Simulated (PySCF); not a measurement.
# C3H6BF: the cost of one run

Computed with PySCF 2.14.0 and routines of our own; the level stands in each step. Atoms count from 0.

## Step 1: The system as given

11 atoms, charge 0, multiplicity 1; geometry from: GFN2-xTB.

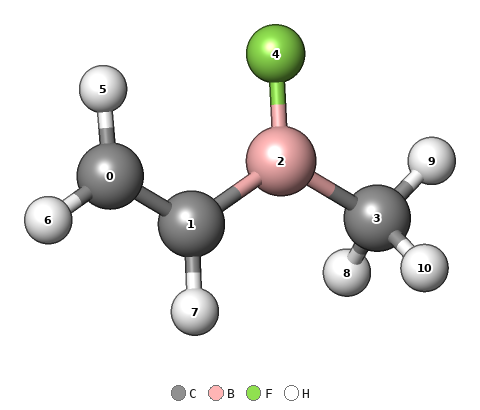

The starting geometry (carbon grey, boron pink, fluorine green, hydrogen white).

## Step 2: Relaxing the molecule at PBE0-D3(BJ)/def2-SVP

What the job is given:

```
{"job": {"xc": "PBE0", "basis": "def2-SVP", "d3": "d3bj", "grid": 1, "kind": "geom"}, "charge": 0, "multiplicity": 1}
C     -2.122074     0.147498    -0.103231
C     -0.914413    -0.276434     0.264394
B      0.411105     0.331762    -0.285732
C      1.843447    -0.173190     0.148496
F      0.322171     1.323657    -1.165314
H     -2.234296     0.949780    -0.815035
H     -3.036517    -0.278419     0.280796
H     -0.857009    -1.085277     0.983731
H      1.968291    -1.230681    -0.078415
H      2.645790     0.372430    -0.340465
H      1.978929    -0.078455     1.224532
```

Run with:

```sh
> OMP_NUM_THREADS=1 python excited_run.py task.json out
```

This one command runs all jobs of the session in turn.

Q: Estimate the wall time and peak memory of this first job on 1 thread of Arm Neoverse V2, shared host.

About 9.3 s, with a peak of 0.46 GiB.
